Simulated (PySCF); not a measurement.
**MP2/LANL2DZ (core potential) run of InH3 (SMILES [H][In]([H])[H])**

Aim: the vertical ionisation energy of InH3 at MP2/LANL2DZ (core potential), from 2 runs. The job is set up through a Python script.

Program for the calculation: PySCF 2.14.0.

6 further runs of the same task are left out: 6 set aside as unsound or not needed.

## (1) The system as given

InH3: 4 atoms, total charge 0, spin state singlet. SMILES: `[H][In]([H])[H]`. The shape comes from GFN2-xTB, which is rough for such elements, and wasn't checked as a minimum.

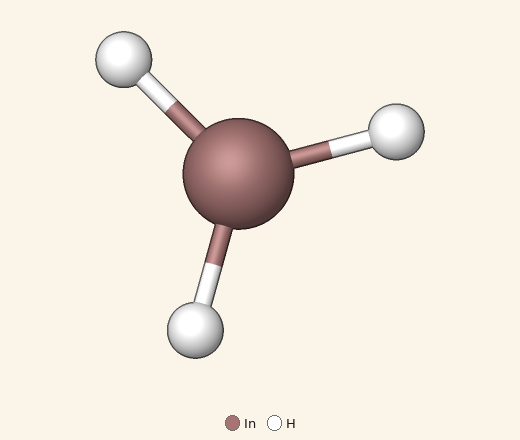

Viewed from a chosen angle; indium brown, hydrogen white.

## (2) The energy at MP2/LANL2DZ (core potential)

Contents of job.py:

```python
# InH3
from pyscf import gto, scf, mp

mol = gto.Mole()
mol.atom = [
    ('In', (0.000640, -0.000740, -0.000540)),
    ('H', (1.718930, -0.027790, 0.013510)),
    ('H', (-0.834510, 1.501400, -0.017780)),
    ('H', (-0.885060, -1.472880, 0.004810)),
]
mol.ecp = {'In': 'lanl2dz'}
mol.max_memory = 1860
mol.spin = 0
mol.basis = 'lanl2dz'
mol.verbose = 3
mol.build()

myscf = scf.RHF(mol)
myscf.conv_tol = 1e-10
myscf.kernel()
if not myscf.converged:
    myscf = myscf.newton().run(myscf.mo_coeff, myscf.mo_occ)

pt = mp.MP2(myscf).run()
etot = pt.e_tot
print('E(%s) = %.9f' % ('MP2', etot))
```

On the command line:

```bash
OMP_NUM_THREADS=1 python job.py
```

Log:

```text
converged SCF energy = -3.47747306346487
E(RMP2) = -3.51671916579665  E_corr = -0.0392461023317805
E(SCS-RMP2) = -3.52368774847795  E_corr = -0.0462146850130766
E(MP2) = -3.516719166
```

Run time: 0.77 s. Hardware: 1 thread of Arm Neoverse V1, shared host; peak memory 0.12 GiB.

## (3) The doublet cation at the same level

Contents of job.py:

```python
from pyscf import gto, scf, mp

molecule = gto.Mole()
molecule.atom = [
    ('In', (0.000640, -0.000740, -0.000540)),
    ('H', (1.718930, -0.027790, 0.013510)),
    ('H', (-0.834510, 1.501400, -0.017780)),
    ('H', (-0.885060, -1.472880, 0.004810)),
]
molecule.verbose = 4
molecule.ecp = {'In': 'lanl2dz'}
molecule.spin = 1
molecule.charge = 1
molecule.max_memory = 1860
molecule.basis = 'lanl2dz'
molecule.build()

myscf = scf.UHF(molecule)
myscf.conv_tol = 1e-10
myscf.kernel()
if not myscf.converged:
    myscf = myscf.newton().run(myscf.mo_coeff, myscf.mo_occ)

pt = mp.MP2(myscf).run()
e_tot = pt.e_tot
print('E(%s) = %.9f' % ('MP2', e_tot))
```

On the command line:

```bash
OMP_NUM_THREADS=1 python job.py
```

Log:

```text
PySCF version 2.14.0

[INPUT] num. atoms = 4
[INPUT] num. electrons = 5
[INPUT] charge = 1
[INPUT] spin (= nelec alpha-beta = 2S) = 1
[INPUT] symmetry False subgroup None
[INPUT] Mole.unit = angstrom
[INPUT] Symbol           X                Y                Z      unit          X                Y                Z       unit  Magmom
[INPUT]  1 In     0.000640000000  -0.000740000000  -0.000540000000 AA    0.001209424720  -0.001398397332  -0.001020452107 Bohr   0.0
[INPUT]  2 H      1.718930000000  -0.027790000000   0.013510000000 AA    3.248306927299  -0.052515489002   0.025530199943 Bohr   0.0
[INPUT]  3 H     -0.834510000000   1.501400000000  -0.017780000000 AA   -1.576995348211   2.837234803422  -0.033599330495 Bohr   0.0
[INPUT]  4 H     -0.885060000000  -1.472880000000   0.004810000000 AA   -1.672521003808  -2.783339814349   0.009089582659 Bohr   0.0

[... 26 lines left out ...]
WARN: beta  nocc = 2  HOMO -0.239955700933552 >= LUMO -0.239698656829676
[... 74 lines left out ...]
converged SCF energy = -3.10113615330381  <S^2> = 0.78367857  2S+1 = 2.0333997
[... 1 line left out ...]
******** <class 'pyscf.mp.ump2.UMP2'> ********
nocc = (np.int64(3), np.int64(2)), nmo = (14, 14)
E(UMP2) = -3.13341433055273  E_corr = -0.032278177248927
E(SCS-UMP2) = -3.13923959540024  E_corr = -0.0381034420964354
E_corr(same-spin) = -0.000727350694934997
E_corr(oppo-spin) = -0.031550826553992
E(MP2) = -3.133414331
```

Run time: 0.87 s. Hardware: 1 thread of Arm Neoverse V1, shared host; peak memory 0.12 GiB.

## (4) Results

At MP2/LANL2DZ (core potential):

| quantity | value |
| --- | --- |
| singlet InH3: total energy | -3.51672 Eh |
| singlet InH3: dipole moment (Hartree–Fock density) | 0.01 D |
| singlet InH3: HOMO energy (Hartree–Fock orbitals) | -11.13 eV |
| singlet InH3: LUMO energy (Hartree–Fock orbitals) | 0.53 eV |
| singlet InH3: HOMO–LUMO gap (Hartree–Fock orbitals) | 11.66 eV |
| singlet InH3: correlation energy | -39.2 mEh |
| doublet cation: total energy | -3.13341 Eh |
| doublet cation: HOMO energy (Hartree–Fock orbitals) (highest over α and β) | -16.79 eV |
| doublet cation: LUMO energy (Hartree–Fock orbitals) (lowest over α and β) | -9.53 eV |
| doublet cation: correlation energy | -32.3 mEh |
| doublet cation: ⟨S²⟩ of the reference determinant | 0.784 |
| vertical ionisation energy (to the doublet cation) | 10.430 eV |

**Reading.** Removing an electron at fixed nuclei costs 10.43 eV (1006 kJ/mol). Mulliken charges (singlet InH3) of the mean-field density run from -0.21 on H3 to +0.64 on In1; they depend strongly on the basis.
